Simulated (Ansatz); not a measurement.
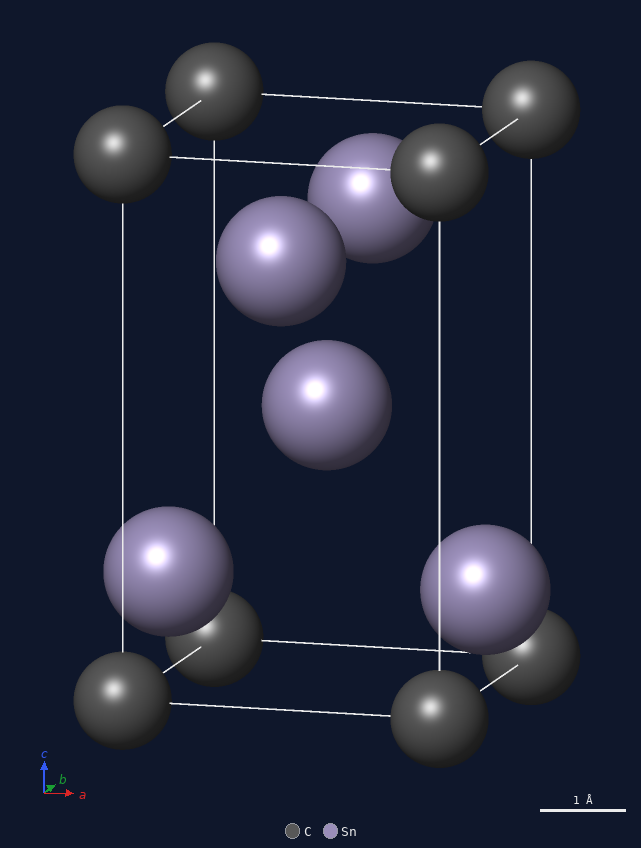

Shown here is a spheres-only view of the crystal, taken slightly off an axis. The lines enclose the conventional unit cell; boundary atoms appear with their images.

Sn3C, space group P-4m2 (No. 115), a = 3.881 Å, b = 3.881 Å, c = 6.558 Å, α = 90.00°, β = 90.00°, γ = 90.00°. The initial geometry was a structure type filled with these elements by a generator (whether the compound takes this form wasn't checked). Earlier steps of the study may have refined or changed the cell and positions. Ansatz was used for an electronic-structure calculation on it.

This one geometry was computed with Ansatz (DFT, plane waves, PAW) at three levels of theory: r2SCAN, PBE with spin-orbit coupling and PBE. It was relaxed beforehand with r2SCAN.

Q: Which level gives the highest pressure at this volume, and what does that say about its equilibrium volume?

A: Highest: PBE with spin-orbit coupling (1.8 GPa) and PBE (1.8 GPa), which points to the largest equilibrium volume. Lowest, with the smallest volume: r2SCAN (0.0 GPa). Levels within 0.5 GPa of each other can't be told apart.

Q: How does the band gap change with the level of theory?

A: All levels give a metal.

Q: Collect the results in a table.

A:
| level | cutoff (eV) | k-mesh of the run's cell | gap (eV) | pressure (GPa) |
| --- | --- | --- | --- | --- |
| r2SCAN | 500 | 6×6×4 | metal | 0.0 |
| PBE with spin-orbit coupling | 420 | 6×6×4 | metal | 1.8 |
| PBE | 420 | 6×6×4 | metal | 1.8 |

Gaps are taken on the k-mesh or band path of each run.
